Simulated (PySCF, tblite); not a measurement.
**C2H3BO2, a small molecule taken as a stand-in for a surface group (boric unit): NMR shifts, core binding energies, electronic excitations and spin-spin couplings**

What NMR shifts, core binding energies, electronic excitations and spin-spin couplings should one expect for `C#CB(O)O`?

Computed with tblite 0.8.0 and PySCF 2.14.0; each step states its level. No surroundings beyond the atoms listed, unless a continuum is named. Atoms count from 0, parts from 1.

### Step 1. The system as given

8 atoms, charge 0, multiplicity 1; geometry: distance geometry start.

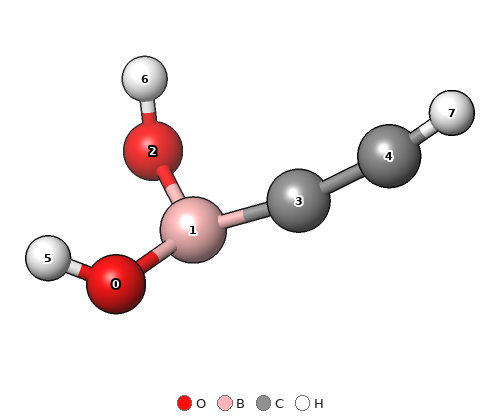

The starting geometry (oxygen red, boron pink, carbon grey, hydrogen white), atoms numbered.

### Step 2. Relaxing the cluster with GFN2-xTB

Job settings and geometry (Å):

```
{"job": {"kind": "relax", "xc": "GFN2-xTB", "basis": "xTB"}, "charge": 0, "multiplicity": 1}
O      0.043333    -1.238953    -1.638220
B     -0.477813    -0.742177    -0.329389
O      0.520601    -0.581309     0.802486
C     -1.594564     0.381416    -0.410236
C     -2.446644     1.553674    -0.385658
H      0.967260    -1.193957    -1.889697
H      1.011148     0.227168     0.984870
H     -2.957116     2.446830    -0.218011
```

With the program's defaults for keys left out, this is: GFN2-xTB geometry optimisation, gas phase.

Command:

```bash
$ OMP_NUM_THREADS=1 python cluster_run.py task.json out
```

The driver reads the jobs from task.json and runs them one after another.

The log of the run:

```text
step      E/eV     max force
  0    -409.36839   13.398
  1    -411.21619    5.862
  2    -411.71885    2.655
  3    -412.21138    3.537
  4    -412.42613    1.540
  5    -412.51877    1.066
  6    -412.56511    0.913
  7    -412.67721    1.531
  8    -412.74103    0.918
  9    -412.81979    0.738
 10    -412.87887    0.847
 11    -412.95604    1.146
 12    -412.99066    0.937
 13    -412.96952    3.103
 14    -413.03914    0.641
 15    -413.05744    0.439
 16    -413.08526    0.377
 17    -413.10248    0.369
 18    -413.10759    0.347
 19    -413.11697    0.267
 20    -413.12256    0.235
 21    -413.12562    0.145
 22    -413.12687    0.138
 23    -413.12811    0.119
 24    -413.12953    0.168
 25    -413.13113    0.153
 26    -413.13266    0.147
 27    -413.13411    0.126
 28    -413.13557    0.094
 29    -413.13692    0.081
 30    -413.13764    0.055
 31    -413.13787    0.046
 32    -413.13800    0.038
 33    -413.13814    0.034
 34    -413.13826    0.021
 35    -413.13832    0.018
 36    -413.13835    0.017
 37    -413.13837    0.016
 38    -413.13840    0.011
 39    -413.13841    0.009
 40    -413.13842    0.009
 41    -413.13843    0.013
 42    -413.13845    0.016
 43    -413.13847    0.013
 44    -413.13848    0.008
```

Wall time 0.78 s (1 thread of Arm Neoverse N1, shared host).

Along the way: (not every step is listed)

```
step  energy from step 0 (eV)  largest force (eV/Å)
   0                   0.0000               13.3974
   1                  -1.8478                5.8617
   2                  -2.3505                2.6549
   3                  -2.8430                3.5372
   4                  -3.0577                1.5393
   5                  -3.1504                1.0660
   6                  -3.1967                0.9131
   7                  -3.3088                1.5311
   8                  -3.3726                0.9181
  11                  -3.5876                1.1461
  14                  -3.6707                0.6412
  17                  -3.7341                0.3687
  20                  -3.7542                0.2348
  23                  -3.7597                0.1192
  26                  -3.7643                0.1463
  29                  -3.7685                0.0809
  32                  -3.7696                0.0384
  35                  -3.7699                0.0177
  38                  -3.7700                0.0105
  39                  -3.7700                0.0093
  40                  -3.7700                0.0086
  41                  -3.7700                0.0130
  42                  -3.7701                0.0164
  43                  -3.7701                0.0124
  44                  -3.7701                0.0079
```

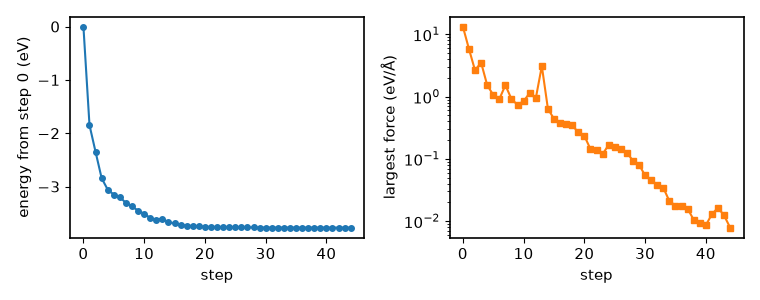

Energy and force, step by step.

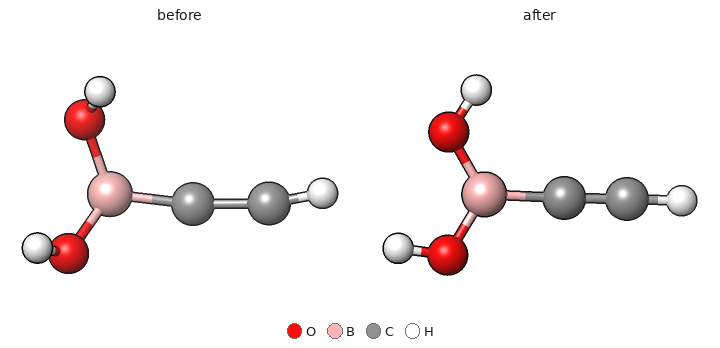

The geometry before (left) and after (right).

Distances of close pairs at the start and the end, largest changes first:

```
 bond  before (Å)  after (Å)  change (Å)
C3–C4       1.449      1.202      -0.248
B1–O2       1.518      1.364      -0.154
O0–B1       1.494      1.347      -0.147
B1–C3       1.586      1.537      -0.050
C4–H7       1.042      1.052      +0.009
O2–H6       0.963      0.955      -0.008
O0–H5       0.959      0.958      -0.001
```

### Step 3. Optimising the geometry at PBE0-D3(BJ)/def2-SVP

Job settings and geometry (Å):

```
{"job": {"xc": "PBE0", "basis": "def2-SVP", "d3": "d3bj", "grid": 2, "kind": "geom", "shake": 0.01}, "charge": 0, "multiplicity": 1}
O      0.574748    -1.177784    -1.268031
B      0.422379    -0.421485    -0.152693
O      1.329486    -0.573149     0.834297
C     -0.716452     0.565562    -0.040209
C     -1.663296     1.331253     0.072996
H      1.308186    -1.732775    -1.266480
H      1.239041    -0.036904     1.624182
H     -2.448016     2.016729     0.168037
```

The log of the run:

```text
step   0  E = -252.88676109  max force = 0.046937
step   1  E = -252.89120716  max force = 0.005796
step   2  E = -252.89123525  max force = 0.001598
step   3  E = -252.89126893  max force = 0.001846
step   4  E = -252.89127381  max force = 0.000347
optimisation converged
```

It took 26 s on 1 thread of Arm Neoverse N1, shared host; peak memory 0.44 GiB.

The steps of the relaxation:

```
step  energy from step 0 (eV)  largest force component (eV/Å)
   0                   0.0000                          2.4136
   1                  -0.1210                          0.2980
   2                  -0.1217                          0.0822
   3                  -0.1227                          0.0949
   4                  -0.1228                          0.0178
```

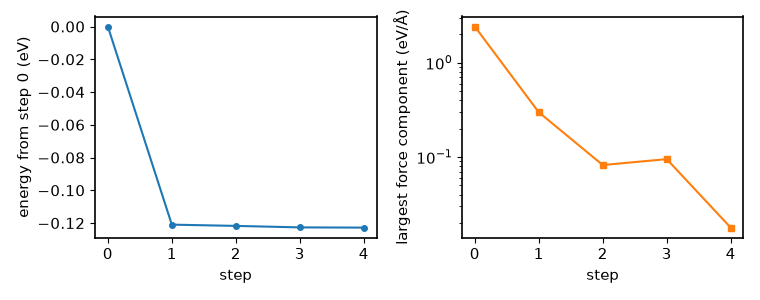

Energy and largest force along the relaxation.

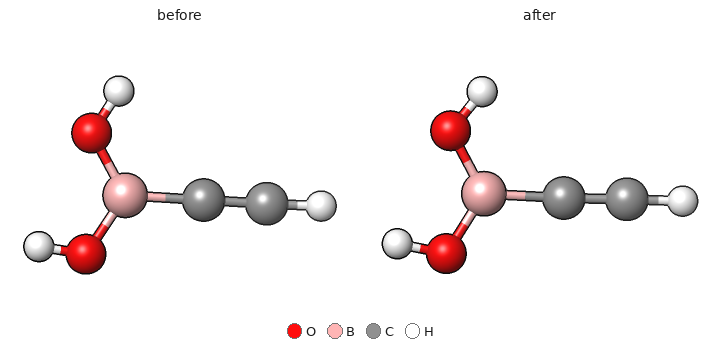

Before and after, at one scale.

Close pairs (by a distance rule), those that changed most:

```
 bond  before (Å)  after (Å)  change (Å)
O0–H5       0.920      0.964      +0.044
B1–C3       1.511      1.545      +0.033
C4–H7       1.046      1.075      +0.029
B1–O2       1.349      1.363      +0.014
C3–C4       1.223      1.216      -0.007
O0–B1       1.356      1.353      -0.003
O2–H6       0.959      0.962      +0.003
```

The end geometry stands in the next job.

```
                         at the end point                 value
  point group (found at 0.08 Å tolerance)                    Cs
rotational constants (GHz, main isotopes)  10.352, 3.660, 2.704
                        dipole moment (D)                  1.57
```

### Step 4. Nuclear shieldings: PBE0/pcSseg-2

Job settings and geometry (Å):

```
{"job": {"kind": "nmr", "xc": "PBE0", "basis": "pcSseg-2"}, "charge": 0, "multiplicity": 1}
O      0.535913    -1.168964    -1.268612
B      0.433314    -0.410191    -0.153482
O      1.375365    -0.526257     0.824256
C     -0.750525     0.571806    -0.011828
C     -1.662978     1.362053     0.132886
H      1.315517    -1.735209    -1.234779
H      1.209005     0.056273     1.571206
H     -2.477662     2.054446     0.248903
```

Method: GIAO PBE0/pcSseg-2 NMR shielding, non-relativistic, gas phase.

The log of the run:

```text
coarse grid: 7296 points
cycle   1  E = -253.0398083672  dE =  6.805e-01  |g| = 8.916e-01  |ddm| = 2.099e+00
cycle   2  E = -252.8936261811  dE =  1.462e-01  |g| = 1.265e+00  |ddm| = 1.217e+00
cycle   3  E = -253.1802230679  dE = -2.866e-01  |g| = 1.341e-01  |ddm| = 7.116e-01
cycle   4  E = -253.1832270065  dE = -3.004e-03  |g| = 7.885e-02  |ddm| = 1.776e-01
cycle   5  E = -253.1846171511  dE = -1.390e-03  |g| = 2.600e-02  |ddm| = 6.712e-02
cycle   6  E = -253.1847835733  dE = -1.664e-04  |g| = 2.745e-03  |ddm| = 2.445e-02
cycle   7  E = -253.1847851583  dE = -1.585e-06  |g| = 6.313e-04  |ddm| = 3.261e-03
final grid: 72160 points
cycle   8  E = -253.1814682569  dE = -7.766e-05  |g| = 5.165e-03  |ddm| = 4.279e-02
cycle   9  E = -253.1814649008  dE =  3.356e-06  |g| = 6.754e-03  |ddm| = 1.008e-02
cycle  10  E = -253.1814737102  dE = -8.809e-06  |g| = 7.006e-04  |ddm| = 4.508e-03
cycle  11  E = -253.1814737856  dE = -7.545e-08  |g| = 2.846e-04  |ddm| = 1.090e-03
cycle  12  E = -253.1814737993  dE = -1.365e-08  |g| = 1.582e-04  |ddm| = 2.975e-04
cycle  13  E = -253.1814738053  dE = -6.013e-09  |g| = 3.144e-05  |ddm| = 1.383e-04
cycle  14  E = -253.1814738055  dE = -2.402e-10  |g| = 5.063e-06  |ddm| = 2.302e-05
converged SCF energy = -253.1814738055

GIAO shielding tensors (ppm)
atom      isotropic    diamagn.    paramagn.     s11        s22        s33       span
  0 O      209.781     383.024    -173.243     96.626    256.963    275.753    179.127
  1 B       78.953     195.402    -116.449     62.393     80.630     93.836     31.442
  2 O      194.953     386.597    -191.645     65.647    254.471    264.741    199.094
  3 C       95.288     264.164    -168.876     -9.601      3.868    291.596    301.197
  4 C       87.668     264.846    -177.178      2.888     14.874    245.243    242.355
  5 H       27.518      29.516      -1.999     21.910     23.960     36.683     14.773
  6 H       27.114      31.371      -4.257     21.481     24.519     35.342     13.861
  7 H       29.166      32.540      -3.374     24.430     24.674     38.395     13.965
```

It took 39 s on 1 thread of Arm Neoverse N1, shared host; peak memory 0.8 GiB.

The references, computed at this level on geometries of the same kind, shield at (ppm): 1H TMS 31.25, 13C TMS 184.1, 17O H2O 328.2, 11B BF3·OEt2 99.1. Their shielding less the atom's gives the shift. The references are single molecules in the gas phase, so shifts against H2O, NH3, PH3, H3PO4 or CFCl3 are not on the usual liquid scales and can be off by tens of ppm.

```
atoms                        environment  σ (ppm)  δ (ppm)
   C4              carbon bonded to C, H     87.7     96.5
   C3              carbon bonded to C, B     95.3     88.8
   H6  hydrogen on an oxygen bonded to B    27.11     4.13
   H5  hydrogen on an oxygen bonded to B    27.52     3.73
   H7   hydrogen on a carbon bonded to C    29.17     2.08
   O2              oxygen bonded to B, H    195.0    133.2
   O0              oxygen bonded to B, H    209.8    118.4
   B1             boron bonded to C, 2 O     79.0     20.1
```

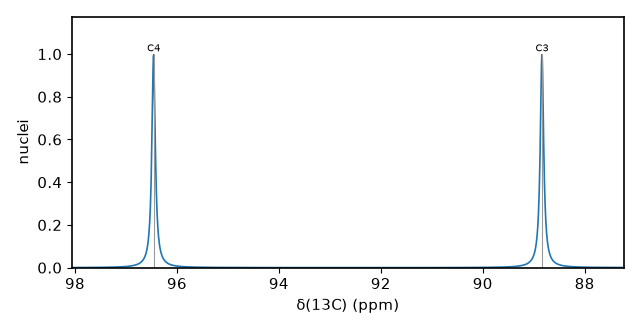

13C lines at the computed shifts, without couplings. Lines are broadened to a width of 0.08 ppm (Lorentzian).

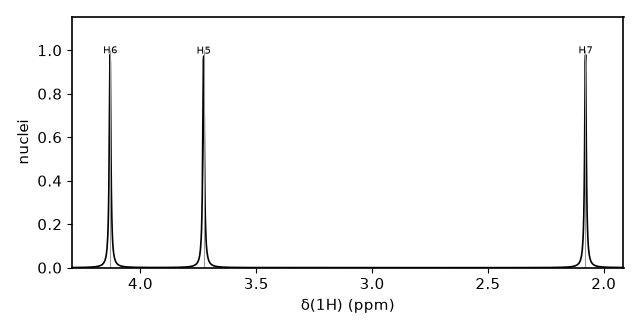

1H lines at the computed shifts, without couplings. Lines are broadened to a width of 0.01 ppm (Lorentzian).

The run also stored atomic charges by several schemes (e):

```
atoms  Mulliken    IAO  Hirshfeld  ESP fit
   O0     -0.40  -0.55      -0.25    -0.63
   B1      0.62   0.51       0.26     0.68
   O2     -0.42  -0.57      -0.26    -0.67
   C3     -0.09  -0.18      -0.13    -0.17
   C4     -0.19  -0.19      -0.09    -0.36
```

ESP fit charges:

```
atom  value (e)
  O0      -0.63
  B1       0.68
  O2      -0.67
  C3      -0.17
  C4      -0.36
  H5       0.43
  H6       0.41
  H7       0.31
```

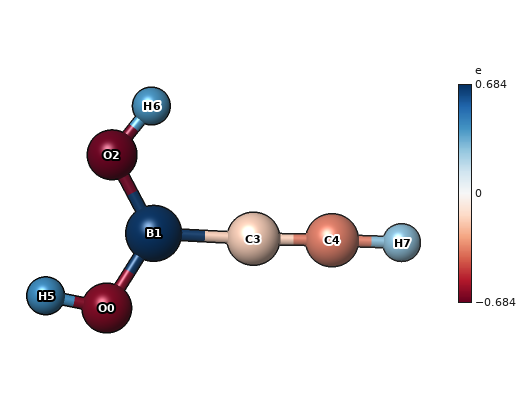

ESP fit charges, as colours on the atoms.

Mayer bond orders: O0–B1 1.23, B1–O2 1.15, B1–C3 1.04, C3–C4 2.67.

Orbitals, density, ELF and potential are computed afterwards from the orbital file.

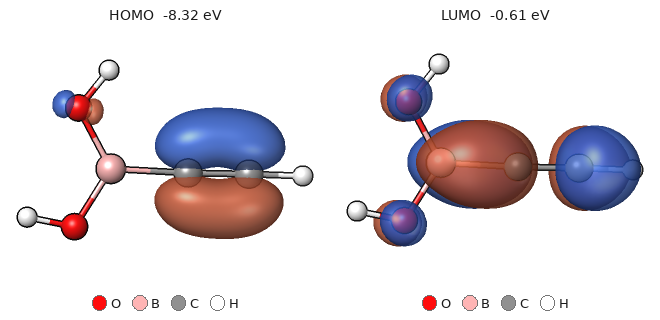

PBE0/pcSseg-2 orbitals near the gap, drawn at the value that encloses 70 % of each; the two colours are the two signs.

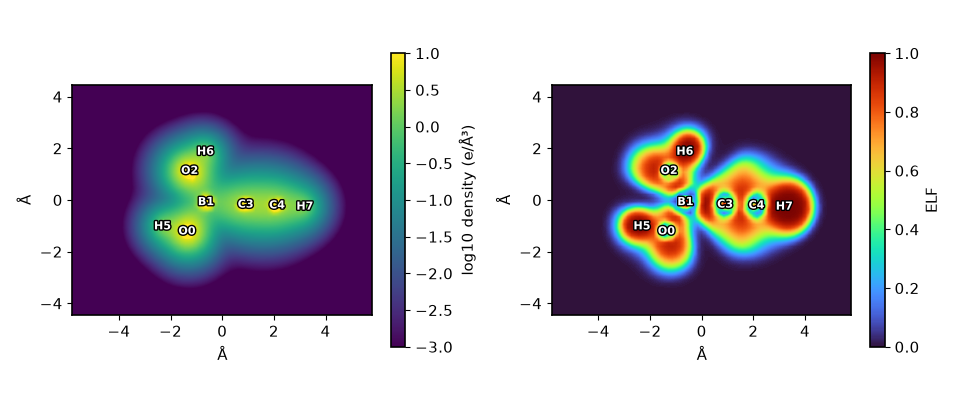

Density (left) and ELF (right) in a plane through or near 8 of the atoms.

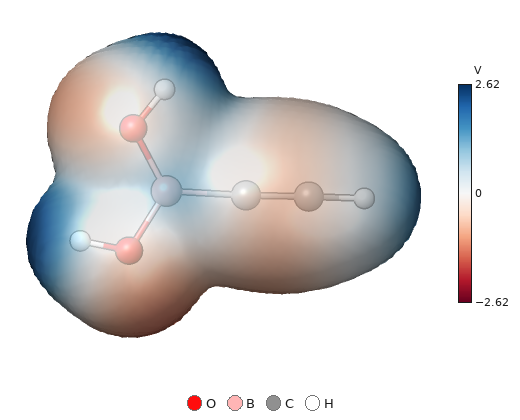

Electrostatic potential on the surface of density 0.002 e/bohr³; red is low, blue high. It runs, from the 1st to the 99th percentile, from -1.38 V near O0 to 2.62 V near H6.

### Step 5. Core-electron binding energies: SCAN, X2C

The job, as its differences from that of step 4:

```diff
@@ -1,2 +1,2 @@
-{"job": {"kind": "nmr", "xc": "PBE0", "basis": "pcSseg-2"}, "charge": 0, "multiplicity": 1}
+{"job": {"kind": "xps", "holes": 5}, "charge": 0, "multiplicity": 1}
 O      0.535913    -1.168964    -1.268612
```

Method: delta-SCF UKS SCAN, pcX-2 on the ionised atom, pcseg-1 elsewhere, spin-free X2C.

The log of the run:

```text
ground state, core basis on atom 0 (O), 116 functions
  cycle   1  E = -253.22078982  |g| = 9.57e-01
  cycle   2  E = -252.89858817  |g| = 1.61e+00
  cycle   3  E = -253.37333157  |g| = 2.50e-01
  cycle   4  E = -253.38618106  |g| = 1.28e-01
  cycle   5  E = -253.38975214  |g| = 5.02e-02
  cycle   6  E = -253.39036881  |g| = 1.40e-02
  cycle   7  E = -253.39039744  |g| = 6.51e-03
  cycle   8  E = -253.39040669  |g| = 1.59e-03
  cycle   9  E = -253.39040668  |g| = 1.87e-04
  E(ground) = -253.39851984 Eh
hole in O 1s of atom 0
  cycle   1  E = -232.77105286  |g| = 2.22e+00
  cycle   2  E = -231.69158989  |g| = 2.33e+00
  cycle   3  E = -233.31856131  |g| = 6.92e-01
  cycle   4  E = -233.33185496  |g| = 6.26e-01
  cycle   5  E = -233.53269200  |g| = 2.59e-01
  cycle   6  E = -233.57036422  |g| = 5.68e-02
  cycle   7  E = -233.57173122  |g| = 2.14e-02
  cycle   8  E = -233.57187418  |g| = 1.16e-02
  cycle   9  E = -233.57193696  |g| = 3.15e-03
  cycle  10  E = -233.57194477  |g| = 1.04e-03
  cycle  11  E = -233.57194641  |g| = 5.18e-04
  cycle  12  E = -233.57194725  |g| = 3.38e-04
  E(ion) = -233.58099210 Eh   <S^2> = 0.7612   hole on atom = 1.000   binding energy = 539.262 eV
ground state, core basis on atom 1 (B), 116 functions
  cycle   1  E = -253.35851276  |g| = 8.76e-02
  cycle   2  E = -253.35617840  |g| = 1.34e-01
  cycle   3  E = -253.35944496  |g| = 2.67e-02
  cycle   4  E = -253.35945441  |g| = 2.49e-02
  cycle   5  E = -253.35961166  |g| = 5.90e-03
  cycle   6  E = -253.35961979  |g| = 1.25e-03
  cycle   7  E = -253.35961993  |g| = 2.32e-04
  E(ground) = -253.37104495 Eh
hole in B 1s of atom 1
  cycle   1  E = -245.69986843  |g| = 1.18e+00
  cycle   2  E = -244.40963099  |g| = 1.82e+00
  cycle   3  E = -245.83836945  |g| = 6.35e-01
  cycle   4  E = -245.97371372  |g| = 4.47e-01
  cycle   5  E = -246.07125719  |g| = 1.49e-01
  cycle   6  E = -246.08255985  |g| = 5.03e-02
  cycle   7  E = -246.08358792  |g| = 2.16e-02
  cycle   8  E = -246.08377497  |g| = 5.61e-03
  cycle   9  E = -246.08378426  |g| = 6.15e-03
  cycle  10  E = -246.08380097  |g| = 1.80e-03
  cycle  11  E = -246.08380586  |g| = 1.00e-03
  cycle  12  E = -246.08380851  |g| = 4.10e-04
  E(ion) = -246.09567941 Eh   <S^2> = 0.7757   hole on atom = 1.000   binding energy = 197.973 eV
ground state, core basis on atom 2 (O), 116 functions
  cycle   1  E = -253.39043855  |g| = 1.01e-01
  cycle   2  E = -253.38946172  |g| = 8.70e-02
  cycle   3  E = -253.39014646  |g| = 5.94e-02
  cycle   4  E = -253.39073765  |g| = 1.27e-02
  cycle   5  E = -253.39077601  |g| = 2.79e-03
  cycle   6  E = -253.39077805  |g| = 7.26e-04
  cycle   7  E = -253.39077762  |g| = 1.62e-04
  E(ground) = -253.39823517 Eh
hole in O 1s of atom 2
  cycle   1  E = -232.76414102  |g| = 2.22e+00
  cycle   2  E = -231.51995573  |g| = 2.46e+00
  cycle   3  E = -233.29163126  |g| = 7.20e-01
  cycle   4  E = -233.30125230  |g| = 6.72e-01
  cycle   5  E = -233.52464387  |g| = 2.74e-01
  cycle   6  E = -233.56539491  |g| = 8.00e-02
  cycle   7  E = -233.56745370  |g| = 3.67e-02
  cycle   8  E = -233.56802375  |g| = 8.27e-03
  cycle   9  E = -233.56806094  |g| = 2.23e-03
  cycle  10  E = -233.56806350  |g| = 6.30e-04
  cycle  11  E = -233.56806423  |g| = 2.31e-04
  E(ion) = -233.57648624 Eh   <S^2> = 0.7610   hole on atom = 1.000   binding energy = 539.377 eV
ground state, core basis on atom 3 (C), 116 functions
  cycle   1  E = -253.36419257  |g| = 8.44e-02
  cycle   2  E = -253.36208774  |g| = 1.21e-01
  cycle   3  E = -253.36472834  |g| = 3.11e-02
  cycle   4  E = -253.36471315  |g| = 3.13e-02
  cycle   5  E = -253.36496540  |g| = 3.79e-03
  cycle   6  E = -253.36496803  |g| = 6.99e-04
  cycle   7  E = -253.36496896  |g| = 1.76e-04
  E(ground) = -253.37617027 Eh
hole in C 1s of atom 3
  cycle   1  E = -242.12704214  |g| = 1.50e+00
  cycle   2  E = -241.16816545  |g| = 1.94e+00
  cycle   3  E = -242.28525067  |g| = 9.34e-01
  cycle   4  E = -242.64239242  |g| = 2.74e-01
  cycle   5  E = -242.68016856  |g| = 1.08e-01
  cycle   6  E = -242.68531323  |g| = 4.34e-02
  cycle   7  E = -242.68636304  |g| = 1.52e-02
  cycle   8  E = -242.68672723  |g| = 1.30e-02
  cycle   9  E = -242.68694563  |g| = 9.14e-03
  cycle  10  E = -242.68711641  |g| = 4.46e-03
  cycle  11  E = -242.68715146  |g| = 1.62e-03
  cycle  12  E = -242.68715473  |g| = 3.63e-04
  E(ion) = -242.69702929 Eh   <S^2> = 0.8659   hole on atom = 1.000   binding energy = 290.594 eV
ground state, core basis on atom 4 (C), 116 functions
  cycle   1  E = -253.36426556  |g| = 6.42e-02
  cycle   2  E = -253.36218135  |g| = 9.43e-02
  cycle   3  E = -253.36391420  |g| = 4.80e-02
  cycle   4  E = -253.36453699  |g| = 3.69e-03
  cycle   5  E = -253.36453957  |g| = 7.24e-04
  cycle   6  E = -253.36454066  |g| = 2.62e-04
  E(ground) = -253.37564447 Eh
hole in C 1s of atom 4
  cycle   1  E = -242.10914775  |g| = 1.50e+00
  cycle   2  E = -239.59204716  |g| = 2.35e+00
  cycle   3  E = -242.34272886  |g| = 8.73e-01
  cycle   4  E = -242.60564710  |g| = 4.02e-01
  cycle   5  E = -242.63069210  |g| = 3.13e-01
  cycle   6  E = -242.67400851  |g| = 7.30e-02
  cycle   7  E = -242.67695899  |g| = 2.17e-02
  cycle   8  E = -242.67734878  |g| = 1.63e-02
  cycle   9  E = -242.67759766  |g| = 1.13e-02
  cycle  10  E = -242.67777407  |g| = 5.47e-03
  cycle  11  E = -242.67784583  |g| = 2.17e-03
  cycle  12  E = -242.67785474  |g| = 6.98e-04
  cycle  13  E = -242.67785532  |g| = 1.51e-04
  E(ion) = -242.68797297 Eh   <S^2> = 0.8608   hole on atom = 1.000   binding energy = 290.826 eV
```

Run time: 48 s. Hardware: 1 thread of Arm Neoverse N1, shared host; peak memory 0.46 GiB.

The holes in one table. −ε is the ground-state orbital energy:

```
     hole  stands for             environment          ΔSCF (eV)  −ε (eV)   ⟨S²⟩
O1s on O0          O0   oxygen bonded to B, H             539.26    517.1  0.761
B1s on B1          B1  boron bonded to C, 2 O             197.97    181.5  0.776
O1s on O2          O2   oxygen bonded to B, H             539.38    517.3  0.761
C1s on C3          C3   carbon bonded to C, B  290.59 (doubtful)    273.4  0.866
C1s on C4          C4   carbon bonded to C, H  290.83 (doubtful)    273.9  0.861
```

Doubtful: the ion did not converge, its hole moved, or its ⟨S²⟩ is well above 0.75.

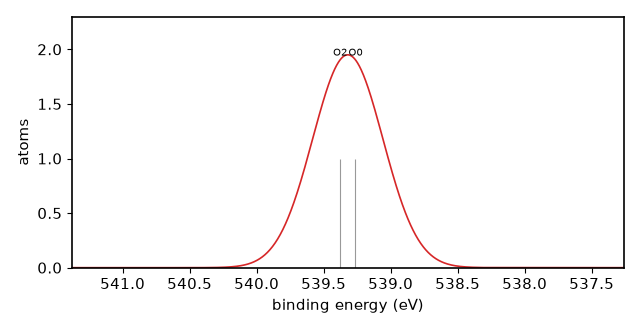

The O1s photoelectron lines, weighted by the number of atoms. Lines are broadened to a width of 0.60 eV (Gaussian).

[end of part 1 of 2]
